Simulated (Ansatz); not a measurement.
# ClGe₂H₅N₂ (SMILES [NH2][Ge]1([Cl])[NH][GeH2]1): what the fields show

Input file:

```
crystal:
  periodic: [false, false, false]
  atoms:
    - { symbol: "N", position_ang: [-0.7647, -1.9259, -0.0452] }
    - { symbol: Ge, position_ang: [0.5835, -0.7003, 0.2815] }
    - { symbol: Cl, position_ang: [2.5809, -1.457, 0.296] }
    - { symbol: "N", position_ang: [0.5566, 0.7629, -0.8857] }
    - { symbol: Ge, position_ang: [0.0796, 1.6024, 0.7015] }
    - { symbol: H, position_ang: [-1.6989, -1.3228, 0.0528] }
    - { symbol: H, position_ang: [-0.719, -2.1417, -1.0616] }
    - { symbol: H, position_ang: [-0.3783, 0.6729, -1.4109] }
    - { symbol: H, position_ang: [-1.4252, 1.9813, 0.8425] }
    - { symbol: H, position_ang: [1.2685, 2.4769, 1.2319] }
basis:
  gaussian: { orbitals: def2-SVP }
hamiltonian:
  xc: b3lyp
  dispersion: d4
relax:
  f_tol: 0.015
  max_steps: 40
output:
  orbitals: {}
```

Launched as:

```sh
ansatz run input.yaml --threads 2 --pin off --max-ram 3072MiB --backend cpu --events-out ev --progress --plain --runs-dir out
```

The fields are those of the run's last geometry, not of the input's.

The calculation used RKS B3LYP-D4/def2-SVP (Ansatz).

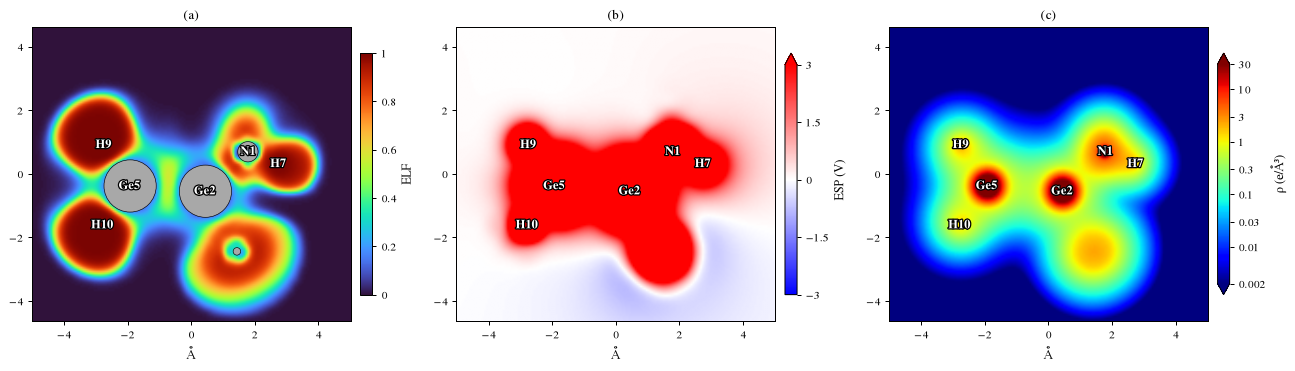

Figure 1. (a) ELF; (b) molecular electrostatic potential; (c) total electron density on the plane of atoms Ge2, Ge5 and H9. Grey discs cover the atomic cores in the ELF map.

Read the bonding off the picture.

Answer. Atoms in the plane: N, Ge and H. Ge–N (1.82 Å): the density is about 0.99 e/Å³ at the midpoint; the ELF peaks at about 0.85 in the valence shell of N, 0.6 Å from its nucleus, and is about 0.50 at the midpoint. Ge–Ge (2.38 Å): the density is about 0.5 e/Å³ at the midpoint; the ELF reaches about 0.50 near the midpoint. N–H (1.02 Å): the density is about 2.8 e/Å³ at the midpoint; the ELF climbs to about 1 towards the hydrogen, as it does in any bond to H: a covalent bond by its length. Ge–H (1.55 Å): the density is about 1 e/Å³ at the midpoint; the ELF climbs to about 1 towards the hydrogen. The ELF also peaks beside Cl3, away from the bonds: lone-pair regions. Outside the dense part of the molecule the potential is most negative (−0.8 V) near Cl3, which lies off the plane.

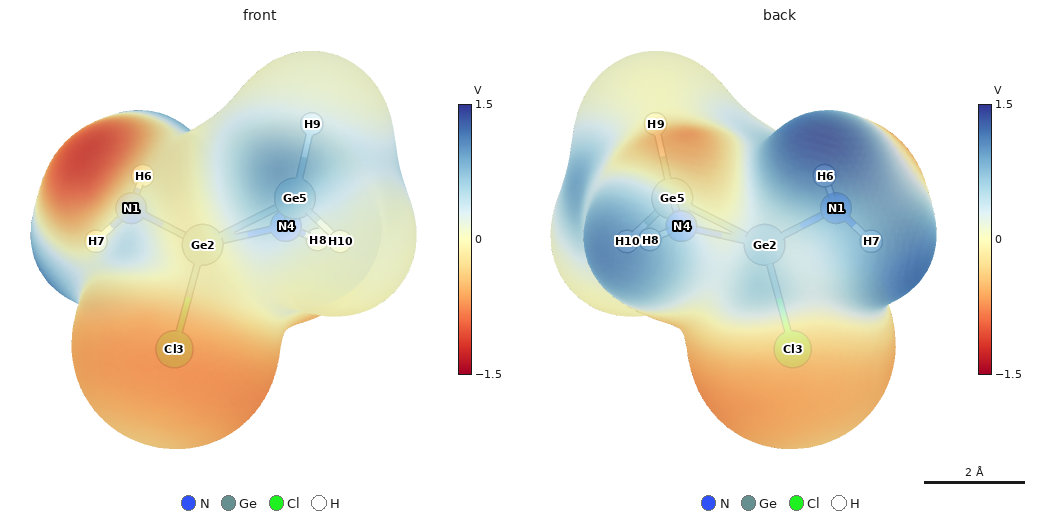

Figure 2. The electrostatic potential painted on the density surface at 0.001 e/bohr³, seen from the front and from behind; red is negative and blue positive.

Which sites attract a positive test charge, and which a negative one?

Answer. A positive charge is drawn to the negative regions and a negative charge to the positive ones. The most negative region (about −1.1 V) lies over N1, the most positive (about +1.3 V) over H6. N1 is the likeliest acceptor of a hydrogen bond.

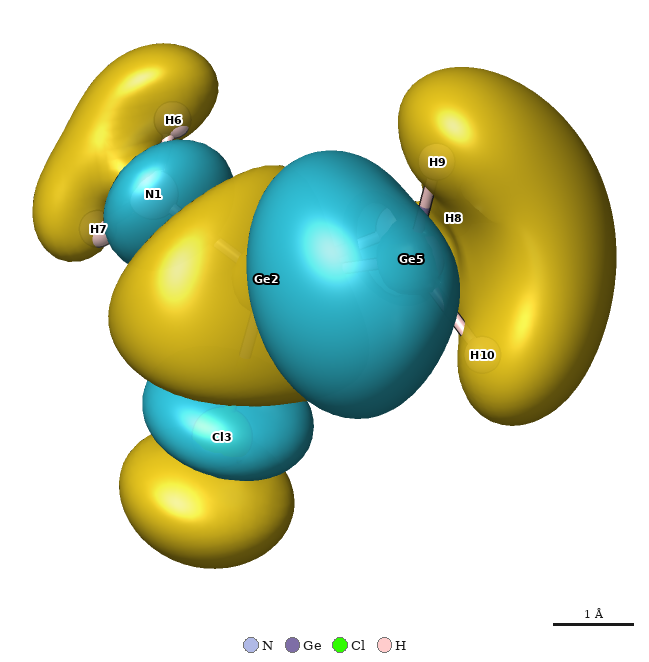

Figure 3. The LUMO at ±0.05 Å⁻³ᐟ² (yellow and cyan are the two phases), seen at a tilt.

Describe this orbital and give its energy.

Answer. Its weight (Hirshfeld) is mainly on Ge5 (about 40 %), Ge2 (about 25 %), Cl3 (about 15 %) and N1 (about 5 %). Its energy is −1.46 eV.

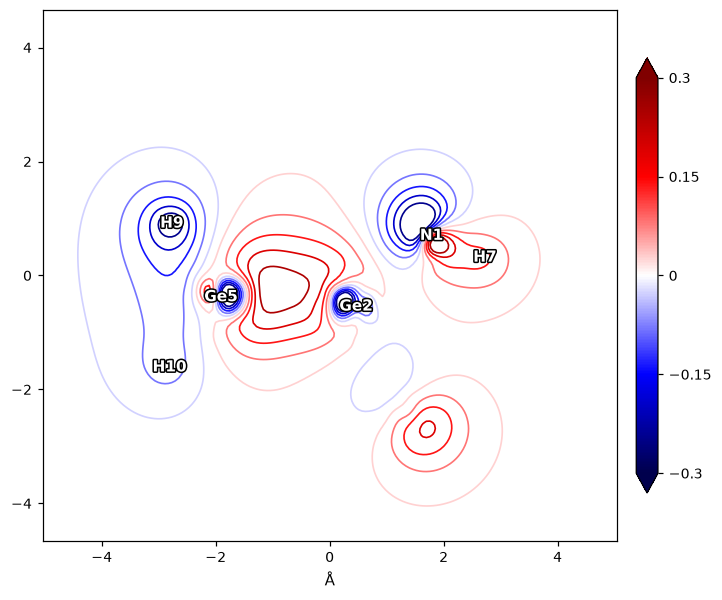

Figure 4. The HOMO on the plane of atoms Ge2, Ge5 and H9 (values in Å⁻³ᐟ²; the overall sign is arbitrary).

What is the character of this orbital?

Answer. Its weight (Hirshfeld) is mainly on Ge5 (about 25 %), Ge2 (about 20 %), N1 (about 20 %) and N4 (about 15 %). Its energy is −6.64 eV.
